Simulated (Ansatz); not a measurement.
# BrFH2Si: interaction energy of a dimer with the counterpoise correction

Wanted for BrFH2Si: the interaction energy of a dimer with the counterpoise correction. SMILES: F[SiH2]Br.

All numbers are computed with Ansatz 0.2.0 through its Python package. Level of theory: r2SCAN/def2-SVP.

### 1 The structure

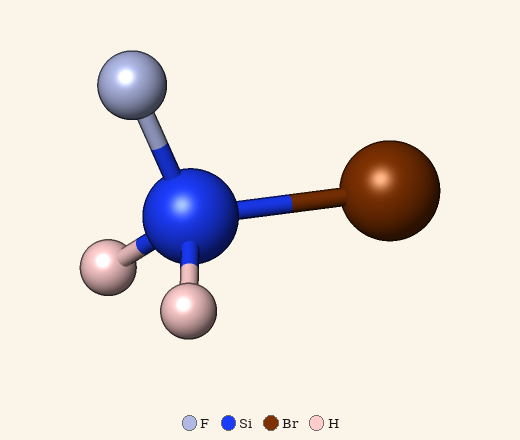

The starting structure, viewed from a chosen angle; fluorine light blue, silicon blue, bromine brown, hydrogen pink.

No structure file is read: the coordinates are typed or built in the script.

### 2 The code

Input file dimer.py:

```python
# -*- coding: utf-8 -*-
import ansatz

FIRST = [
    ('F', (-0.3088, -0.2502, 1.5966)),
    ('Si', (0.0777, -0.085, 0.0471)),
    ('Br', (-1.3242, 1.3094, -1.0029)),
    ('H', (0.0845, -1.4094, -0.5961)),
    ('H', (1.4707, 0.435, -0.0446)),
]
SECOND = [
    ('F', (1.1251, -3.9347, 4.1954)),
    ('Si', (1.239, -2.7058, 3.1684)),
    ('Br', (2.7548, -1.2059, 3.8503)),
    ('H', (-0.085, -2.0822, 3.0079)),
    ('H', (1.6198, -3.2364, 1.8295)),
]

def energy(atoms, ghosts=()):
    molecule = ansatz.Crystal.molecule()
    for symbol, xyz in atoms:
        molecule = molecule.atom(symbol, xyz)
    calc = (
        molecule.calculation()
        .basis(gaussian='def2-SVP')
        .functional('r2scan')
    )
    deck = calc.input()
    if ghosts:
        deck = deck.set(ansatz.key.basis.gaussian.ghost_atoms, [{'symbol': s, 'position_ang': list(xyz)} for s, xyz in ghosts])
    return ansatz.Session.from_dict(deck).plan().execute().report['free_energy_ev']


def main():
    both = energy(FIRST + SECOND)
    alone = energy(FIRST) + energy(SECOND)
    ghosted = energy(FIRST, SECOND) + energy(SECOND, FIRST)
    print(f'dimer {both:.6f} eV')
    print(f'interaction, uncorrected   {(both - alone):8.3f} eV')
    print(f'interaction, counterpoise  {(both - ghosted):8.3f} eV')
    print(f'basis-set superposition    {(alone - ghosted):8.3f} eV')


if __name__ == '__main__':
    main()
```

### 3 The input behind the calls

The package turns the script's settings into the engine's input (first run):

```yaml
crystal:
  periodic: [false, false, false]
  atoms:
    - { symbol: F, position_ang: [-0.3088, -0.2502, 1.5966] }
    - { symbol: Si, position_ang: [0.0777, -0.085, 0.0471] }
    - { symbol: Br, position_ang: [-1.3242, 1.3094, -1.0029] }
    - { symbol: H, position_ang: [0.0845, -1.4094, -0.5961] }
    - { symbol: H, position_ang: [1.4707, 0.435, -0.0446] }
    - { symbol: F, position_ang: [1.1251, -3.9347, 4.1954] }
    - { symbol: Si, position_ang: [1.239, -2.7058, 3.1684] }
    - { symbol: Br, position_ang: [2.7548, -1.2059, 3.8503] }
    - { symbol: H, position_ang: [-0.085, -2.0822, 3.0079] }
    - { symbol: H, position_ang: [1.6198, -3.2364, 1.8295] }
basis:
  gaussian:
    orbitals: def2-SVP
hamiltonian:
  xc: r2scan
```

### 4 Running it

Launch:

```console
python dimer.py
```

Log:

```text
dimer -161321.543172 eV
interaction, uncorrected     -0.029 eV
interaction, counterpoise     0.031 eV
basis-set superposition       0.061 eV
```

Run time: 90 s. Hardware: 1 thread of AMD EPYC, shared host; peak memory 0.29 GiB.

### 5 What changed from run to run

The engine's inputs for some of the other runs:

Run 3, against run 1:

```diff
@@ -4,5 +3,0 @@
-    - { symbol: F, position_ang: [-0.3088, -0.2502, 1.5966] }
-    - { symbol: Si, position_ang: [0.0777, -0.085, 0.0471] }
-    - { symbol: Br, position_ang: [-1.3242, 1.3094, -1.0029] }
-    - { symbol: H, position_ang: [0.0845, -1.4094, -0.5961] }
-    - { symbol: H, position_ang: [1.4707, 0.435, -0.0446] }
```

Run 4, against run 1:

```diff
@@ -9,5 +8,0 @@
-    - { symbol: F, position_ang: [1.1251, -3.9347, 4.1954] }
-    - { symbol: Si, position_ang: [1.239, -2.7058, 3.1684] }
-    - { symbol: Br, position_ang: [2.7548, -1.2059, 3.8503] }
-    - { symbol: H, position_ang: [-0.085, -2.0822, 3.0079] }
-    - { symbol: H, position_ang: [1.6198, -3.2364, 1.8295] }
@@ -16,0 +12,6 @@
+    ghost_atoms:
+      - { symbol: F, position_ang: [1.1251, -3.9347, 4.1954] }
+      - { symbol: Si, position_ang: [1.239, -2.7058, 3.1684] }
+      - { symbol: Br, position_ang: [2.7548, -1.2059, 3.8503] }
+      - { symbol: H, position_ang: [-0.085, -2.0822, 3.0079] }
+      - { symbol: H, position_ang: [1.6198, -3.2364, 1.8295] }
```

Run 5, against run 1:

```diff
@@ -4,5 +3,0 @@
-    - { symbol: F, position_ang: [-0.3088, -0.2502, 1.5966] }
-    - { symbol: Si, position_ang: [0.0777, -0.085, 0.0471] }
-    - { symbol: Br, position_ang: [-1.3242, 1.3094, -1.0029] }
-    - { symbol: H, position_ang: [0.0845, -1.4094, -0.5961] }
-    - { symbol: H, position_ang: [1.4707, 0.435, -0.0446] }
@@ -16,0 +12,6 @@
+    ghost_atoms:
+      - { symbol: F, position_ang: [-0.3088, -0.2502, 1.5966] }
+      - { symbol: Si, position_ang: [0.0777, -0.085, 0.0471] }
+      - { symbol: Br, position_ang: [-1.3242, 1.3094, -1.0029] }
+      - { symbol: H, position_ang: [0.0845, -1.4094, -0.5961] }
+      - { symbol: H, position_ang: [1.4707, 0.435, -0.0446] }
```

Lines on the test bed's own set-up are left out of the output.

A comment line of the script is reworded here; the code is as run.

### 6 What each run gave

One row for each of the 5 runs:

| run | system | ghost atoms | energy (eV) | SCF cycles | CPU time (s) |
| --- | --- | --- | --- | --- | --- |
| 1 | Br2F2H4Si2 | not set | -161321.5432 | 17 | 36 |
| 2 | BrFH2Si | not set | -80660.7570 | 14 | 8.1 |
| 3 | BrFH2Si | not set | -80660.7569 | 14 | 6.9 |
| 4 | BrFH2Si | a list of 5 | -80660.8070 | 15 | 20 |
| 5 | BrFH2Si | a list of 5 | -80660.7675 | 15 | 17 |

Totals carry meaning only in balanced differences at one level of theory.

### 7 Summary of results

| quantity | value |
| --- | --- |
| interaction energy, uncorrected | -0.029 eV |
| interaction energy, counterpoise | 0.031 eV |
| runs compared | 5 |

**Reading.** The counterpoise correction turns the binding into repulsion: what looked like attraction was the basis set's error. Uncorrected it is -0.029 eV, with the counterpoise correction 0.031 eV; the difference, 0.06 eV, is the superposition error. The sign changes with the correction, so this basis doesn't settle it. Notes:
- The dimer is a generated trial pose of unrelaxed monomers, not a minimum, so the figure is no binding energy, and the basis set is small.
- This level lacks the dispersion part of the attraction (electrostatics and induction are there), which can decide the sign where the interaction is weak.
